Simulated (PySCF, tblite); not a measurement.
# C5H11NO: dynamics, then NMR shifts on frames

Aim: move C5H11NO (`CCC(=O)N(C)C`) away from its starting geometry and see how NMR shifts follow the geometry.

Computed with tblite 0.8.0 and PySCF 2.14.0, with density-fitted response routines of our own, on a single molecule in the gas phase. Atoms count from 0, in the outputs and in this text.

## (1) Starting geometry

18 atoms, charge 0, multiplicity 1; geometry from: GFN2-xTB.

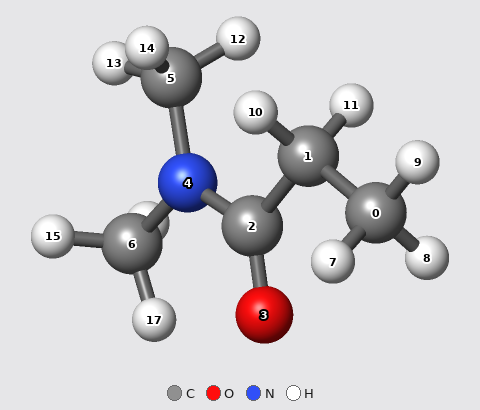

The starting geometry (carbon grey, oxygen red, nitrogen blue, hydrogen white), atoms numbered.

## (2) Dynamics with GFN2-xTB

The job: settings as JSON, then the geometry in Å.

```
{"job": {"kind": "md", "xc": "GFN2-xTB", "basis": "xTB", "temperature": 300, "steps": 2000, "every": 50, "frames": 5}, "charge": 0, "multiplicity": 1}
C      2.707262    -0.010879    -0.094836
C      1.286236     0.537216    -0.086195
C      0.269293    -0.588917    -0.001701
O      0.589114    -1.761799     0.012176
N     -1.031328    -0.200449     0.053349
C     -1.461306     1.176641     0.026221
C     -2.065406    -1.208579     0.121672
H      2.903290    -0.556548     0.824262
H      2.836887    -0.699771    -0.924911
H      3.427900     0.798170    -0.186933
H      1.149674     1.207645     0.765256
H      1.098960     1.111184    -0.997308
H     -1.181297     1.666451    -0.910481
H     -2.544786     1.205361     0.116776
H     -1.033892     1.746552     0.854766
H     -2.639971    -1.107887     1.045372
H     -2.740135    -1.125846    -0.733409
H     -1.579253    -2.182227     0.104269
```

Level: GFN2-xTB Langevin dynamics, gas phase.

Started as:

```bash
$ OMP_NUM_THREADS=1 python probes_run.py task.json out
```

This one command runs all jobs of the session in turn.

Standard output:

```text
t/fs     T/K      E/eV
    0.0   254.5   -634.49076
   25.0   207.1   -634.10441
   50.0   237.2   -634.12983
   75.0   199.7   -633.89200
  100.0   270.3   -633.95392
  125.0   299.1   -633.97961
  150.0   266.8   -634.07957
  175.0   239.4   -634.11092
  200.0   263.8   -634.04915
  225.0   301.4   -634.02870
  250.0   332.1   -634.00035
  275.0   212.3   -633.73750
  300.0   331.9   -633.94512
  325.0   302.2   -633.85510
  350.0   308.0   -633.93963
  375.0   308.5   -633.94049
  400.0   329.7   -633.86147
  425.0   247.1   -633.78786
  450.0   283.5   -633.89475
  475.0   267.7   -633.86839
  500.0   308.3   -633.68512
  525.0   338.9   -633.85903
  550.0   327.4   -633.79645
  575.0   293.1   -633.78742
  600.0   400.7   -633.90773
  625.0   261.0   -633.33355
  650.0   448.6   -633.74692
  675.0   358.1   -633.56566
  700.0   422.4   -633.62529
  725.0   358.1   -633.75658
  750.0   295.4   -633.90793
  775.0   265.6   -633.78957
  800.0   244.2   -633.92915
  825.0   247.4   -633.93695
  850.0   321.7   -633.85576
  875.0   308.9   -633.77598
  900.0   302.0   -633.73886
  925.0   272.0   -633.68427
  950.0   280.7   -633.78685
  975.0   169.9   -633.81548
 1000.0   229.0   -634.00443
```

It took 11 s on 1 thread of INTEL XEON PLATINUM 8581C at 2.10GHz, shared host; peak memory 0.18 GiB.

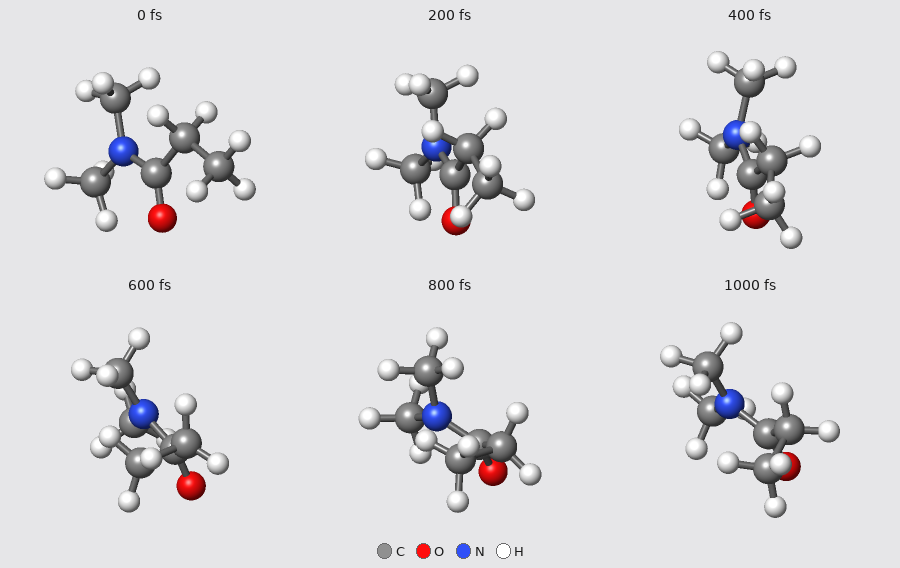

Frames of the run.

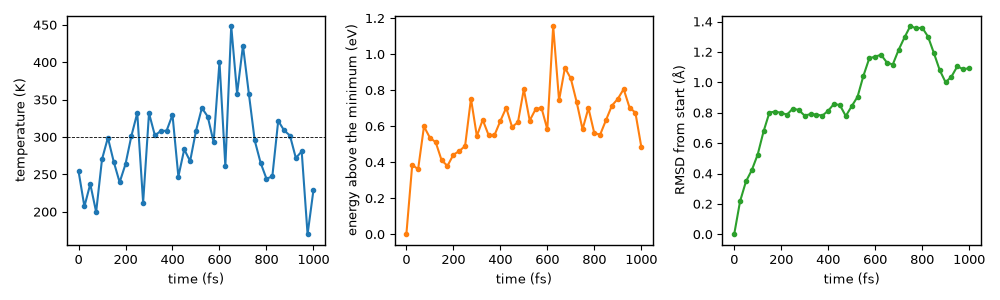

Temperature, potential energy and distance from the start.

Positions (Å) and forces (eV/Å) at 1000 fs:

```xyz
18

C     2.533   -1.537    1.071   -0.975   -0.705    0.923
C     2.047   -0.666   -0.044   -0.447    1.077   -0.025
C     0.669   -1.060   -0.516   -0.641   -1.121   -0.433
O     0.582   -2.046   -1.252   -0.411    0.957    0.501
N    -0.448   -0.384   -0.072    1.807    0.504    0.328
C    -0.309    0.748    0.860   -1.710   -0.588   -0.520
C    -1.698   -0.840   -0.558   -1.292   -0.918   -1.770
H     2.562   -2.599    0.814   -0.024    0.281   -0.038
H     3.466   -1.221    1.454    1.287    0.224   -0.045
H     1.869   -1.395    1.933   -0.210   -0.359   -0.126
H     2.090    0.363    0.278   -0.167    0.525    0.253
H     2.689   -0.695   -0.894    0.579   -0.476   -0.767
H    -0.019    1.659    0.313    0.187   -0.275    0.423
H    -1.329    0.916    1.288    0.730    0.023   -0.264
H     0.334    0.458    1.683    0.225    0.331   -0.075
H    -1.890   -1.861   -0.199    0.165   -0.045   -0.147
H    -2.614   -0.294   -0.315    0.627    0.542    0.363
H    -1.707   -0.896   -1.709    0.270    0.024    1.420
```

## (3) NMR shieldings: 250 fs, PBE0/pcSseg-1

The job: settings as JSON, then the geometry in Å.

```
{"job": {"kind": "nmr", "xc": "PBE0", "basis": "pcSseg-1", "pop": false}, "charge": 0, "multiplicity": 1}
C      2.585000    -0.753100     0.843200
C      1.203200     0.026600     0.670800
C      0.136800    -0.876700     0.123200
O      0.187400    -2.072500     0.161100
N     -0.959300    -0.268600    -0.333900
C     -1.153500     1.150500    -0.537900
C     -2.002700    -1.151300    -0.740700
H      2.985800    -1.133800    -0.078000
H      3.239800     0.006900     1.243400
H      2.544800    -1.590200     1.512700
H      0.962000     0.342900     1.669400
H      1.382700     0.836200    -0.015400
H     -0.250900     1.503800    -1.084700
H     -1.987200     1.267000    -1.268300
H     -1.349100     1.588500     0.434200
H     -2.964300    -0.668500    -0.597100
H     -1.961700    -1.328900    -1.854000
H     -2.037700    -2.128100    -0.255100
```

Level: GIAO PBE0/pcSseg-1 NMR shielding, non-relativistic, gas phase.

Standard output:

```text
coarse grid: 14400 points
cycle   1  E = -326.5022583453  dE =  9.671e-01  |g| = 8.484e-01  |ddm| = 3.576e+00
cycle   2  E = -326.0387545146  dE =  4.635e-01  |g| = 1.748e+00  |ddm| = 2.599e+00
cycle   3  E = -326.6412876226  dE = -6.025e-01  |g| = 1.870e-01  |ddm| = 2.035e+00
cycle   4  E = -326.6484804421  dE = -7.193e-03  |g| = 7.459e-02  |ddm| = 2.046e-01
cycle   5  E = -326.6496508584  dE = -1.170e-03  |g| = 1.902e-02  |ddm| = 5.859e-02
cycle   6  E = -326.6497191580  dE = -6.830e-05  |g| = 5.775e-03  |ddm| = 1.546e-02
cycle   7  E = -326.6497258126  dE = -6.655e-06  |g| = 9.963e-04  |ddm| = 4.446e-03
final grid: 137336 points
cycle   8  E = -326.7015614251  dE = -2.273e-05  |g| = 1.311e-02  |ddm| = 2.605e-02
cycle   9  E = -326.7014860015  dE =  7.542e-05  |g| = 2.385e-02  |ddm| = 2.736e-02
cycle  10  E = -326.7015956583  dE = -1.097e-04  |g| = 2.878e-03  |ddm| = 1.910e-02
cycle  11  E = -326.7015974180  dE = -1.760e-06  |g| = 1.708e-04  |ddm| = 2.135e-03
cycle  12  E = -326.7015974221  dE = -4.114e-09  |g| = 1.090e-04  |ddm| = 2.727e-04
cycle  13  E = -326.7015974244  dE = -2.377e-09  |g| = 2.752e-05  |ddm| = 1.020e-04
cycle  14  E = -326.7015974246  dE = -1.476e-10  |g| = 7.338e-06  |ddm| = 2.352e-05
converged SCF energy = -326.7015974246

GIAO shielding tensors (ppm)
atom      isotropic    diamagn.    paramagn.     s11        s22        s33       span
  0 C      174.838     242.681     -67.843    165.496    169.369    189.649     24.153
  1 C      159.303     251.049     -91.746    142.832    158.031    177.046     34.214
  2 C       19.659     249.870    -230.211    -57.179     19.811     96.344    153.524
  3 O      -69.938     402.638    -472.575   -384.356   -167.171    341.714    726.070
  4 N      157.355     333.399    -176.044     49.508    165.913    256.642    207.134
  5 C      146.546     248.861    -102.315    122.413    138.744    178.481     56.067
  6 C      148.814     241.600     -92.786    129.183    134.579    182.679     53.495
  7 H       31.050      29.224       1.826     27.060     28.632     37.458     10.398
  8 H       31.134      27.701       3.433     26.024     29.039     38.338     12.314
  9 H       30.489      28.926       1.563     26.342     28.402     36.722     10.380
 10 H       29.865      32.359      -2.494     24.771     30.457     34.368      9.597
 11 H       29.682      33.899      -4.217     23.514     31.099     34.432     10.918
 12 H       27.656      31.388      -3.732     23.161     27.522     32.286      9.125
 13 H       28.228      30.234      -2.006     23.486     27.811     33.386      9.899
 14 H       28.113      31.123      -3.010     23.835     26.273     34.230     10.395
 15 H       29.855      29.612       0.243     25.444     28.209     35.913     10.470
 16 H       28.438      28.287       0.151     23.619     26.117     35.577     11.958
 17 H       27.362      29.445      -2.083     22.264     27.009     32.813     10.549
```

Wall time 22 s (1 thread of INTEL XEON PLATINUM 8581C at 2.10GHz, shared host); peak memory 0.78 GiB.

Shifts follow as δ = σ(reference) − σ, with reference shieldings (ppm) from runs at the same level and on the same kind of geometry: 1H TMS 31.72, 13C TMS 186.9, 15N NH3 267.7, 17O H2O 336.1. The references are single molecules in the gas phase, so shifts against H2O, NH3, PH3, H3PO4 or CFCl3 are not on the usual liquid scales and can be off by tens of ppm. Each atom is listed at this fixed geometry, with no averaging over motion; a spectrum would average atoms that exchange fast.

```csv
atoms,environment,σ (ppm),δ (ppm)
C2,amide carbonyl carbon,19.7,167.3
C5,methyl carbon bonded to N,146.5,40.4
C6,methyl carbon bonded to N,148.8,38.1
C1,sp3 CH2 α to a carbonyl,159.3,27.6
C0,methyl carbon,174.8,12.1
H17,hydrogen on a methyl carbon bonded to N,27.36,4.36
H12,hydrogen on a methyl carbon bonded to N,27.66,4.06
H14,hydrogen on a methyl carbon bonded to N,28.11,3.60
H13,hydrogen on a methyl carbon bonded to N,28.23,3.49
H16,hydrogen on a methyl carbon bonded to N,28.44,3.28
H11,hydrogen on an sp3 CH2 α to a carbonyl,29.68,2.04
H15,hydrogen on a methyl carbon bonded to N,29.86,1.86
H10,hydrogen on an sp3 CH2 α to a carbonyl,29.87,1.85
H9,hydrogen on a methyl carbon,30.49,1.23
H7,hydrogen on a methyl carbon,31.05,0.67
H8,hydrogen on a methyl carbon,31.13,0.58
O3,amide-type carbonyl oxygen,-69.9,406.0
N4,amide-type nitrogen,157.4,110.4
```

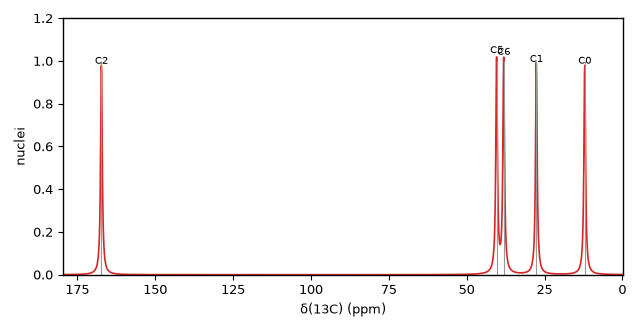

13C lines at the computed shifts, without couplings. Lines are broadened to a width of 0.62 ppm (Lorentzian).

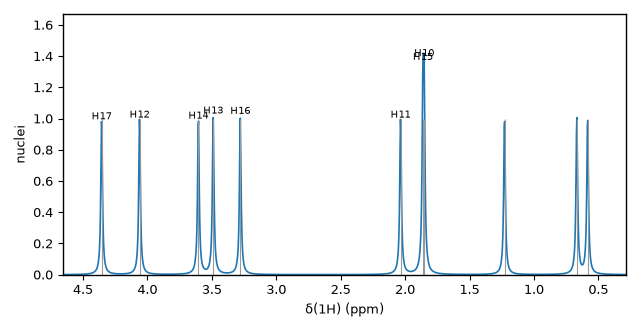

1H lines at the computed shifts, without couplings. Lines are broadened to a width of 0.02 ppm (Lorentzian).

## (4) Shielding tensors: 425 fs, PBE0/pcSseg-1

The job: settings as JSON, then the geometry in Å.

```
{"job": {"kind": "nmr", "xc": "PBE0", "basis": "pcSseg-1", "pop": false}, "charge": 0, "multiplicity": 1}
C      2.630100    -1.446400     1.494400
C      1.847600    -0.568400     0.549400
C      0.530700    -1.087500     0.009700
O      0.422500    -2.263600    -0.286900
N     -0.521100    -0.216100    -0.030600
C     -0.424600     1.192100    -0.334200
C     -1.623400    -0.758100    -0.786900
H      2.903600    -2.325800     0.992300
H      3.494800    -0.959000     1.957500
H      2.029900    -1.829100     2.309400
H      1.841800     0.468300     1.010500
H      2.463400    -0.436200    -0.344700
H     -0.327400     1.503000    -1.401200
H     -1.289400     1.778600     0.079500
H      0.436000     1.641100     0.141900
H     -2.499200    -0.248300    -0.422900
H     -1.355100    -0.769500    -1.825200
H     -1.705300    -1.848300    -0.563100
```

Level: GIAO PBE0/pcSseg-1 NMR shielding, non-relativistic, gas phase.

Standard output:

```text
coarse grid: 14400 points
cycle   1  E = -326.5004486334  dE =  9.244e-01  |g| = 8.470e-01  |ddm| = 3.567e+00
cycle   2  E = -326.0180914890  dE =  4.824e-01  |g| = 1.778e+00  |ddm| = 2.281e+00
cycle   3  E = -326.6371932210  dE = -6.191e-01  |g| = 1.994e-01  |ddm| = 1.785e+00
cycle   4  E = -326.6455034339  dE = -8.310e-03  |g| = 7.756e-02  |ddm| = 2.148e-01
cycle   5  E = -326.6467503956  dE = -1.247e-03  |g| = 2.048e-02  |ddm| = 6.001e-02
cycle   6  E = -326.6468303077  dE = -7.991e-05  |g| = 6.356e-03  |ddm| = 1.667e-02
cycle   7  E = -326.6468385024  dE = -8.195e-06  |g| = 1.232e-03  |ddm| = 4.957e-03
final grid: 137336 points
cycle   8  E = -326.6972380407  dE = -2.186e-05  |g| = 1.335e-02  |ddm| = 2.708e-02
cycle   9  E = -326.6971536029  dE =  8.444e-05  |g| = 2.486e-02  |ddm| = 2.730e-02
cycle  10  E = -326.6972731779  dE = -1.196e-04  |g| = 3.059e-03  |ddm| = 1.923e-02
cycle  11  E = -326.6972751286  dE = -1.951e-06  |g| = 2.230e-04  |ddm| = 2.107e-03
cycle  12  E = -326.6972751360  dE = -7.396e-09  |g| = 1.275e-04  |ddm| = 2.983e-04
cycle  13  E = -326.6972751394  dE = -3.346e-09  |g| = 3.246e-05  |ddm| = 1.222e-04
cycle  14  E = -326.6972751396  dE = -2.067e-10  |g| = 8.790e-06  |ddm| = 2.696e-05
converged SCF energy = -326.6972751396

GIAO shielding tensors (ppm)
atom      isotropic    diamagn.    paramagn.     s11        s22        s33       span
  0 C      178.363     241.693     -63.330    163.806    177.759    193.523     29.716
  1 C      160.837     249.620     -88.782    149.188    158.807    174.517     25.329
  2 C        6.331     249.135    -242.804    -76.727      5.669     90.052    166.779
  3 O     -119.334     401.670    -521.004   -474.349   -239.011    355.359    829.708
  4 N      149.129     327.406    -178.278     38.518    179.862    229.006    190.487
  5 C      146.911     247.943    -101.032    122.907    133.186    184.640     61.733
  6 C      149.339     248.693     -99.354    124.505    141.732    181.780     57.275
  7 H       30.905      28.227       2.677     26.057     29.271     37.385     11.329
  8 H       30.657      26.351       4.306     25.943     27.949     38.078     12.136
  9 H       31.028      28.629       2.399     26.860     29.191     37.033     10.174
 10 H       28.115      32.296      -4.181     21.243     30.042     33.060     11.817
 11 H       30.077      30.900      -0.823     25.887     29.747     34.597      8.710
 12 H       28.874      30.587      -1.713     25.502     25.718     35.400      9.898
 13 H       28.145      30.030      -1.885     24.252     25.638     34.544     10.292
 14 H       28.389      32.699      -4.309     23.366     29.173     32.628      9.262
 15 H       29.550      30.517      -0.967     25.102     27.844     35.703     10.600
 16 H       29.757      31.093      -1.336     25.526     27.622     36.124     10.598
 17 H       26.558      30.571      -4.012     21.245     26.938     31.491     10.245
```

It took 21 s on 1 thread of INTEL XEON PLATINUM 8581C at 2.10GHz, shared host; peak memory 0.82 GiB.

In short: δ C2 180.6, C5 40.0, C6 37.6, C1 26.1, H17 5.16, H10 3.60 ppm.

[end of part 1 of 2]
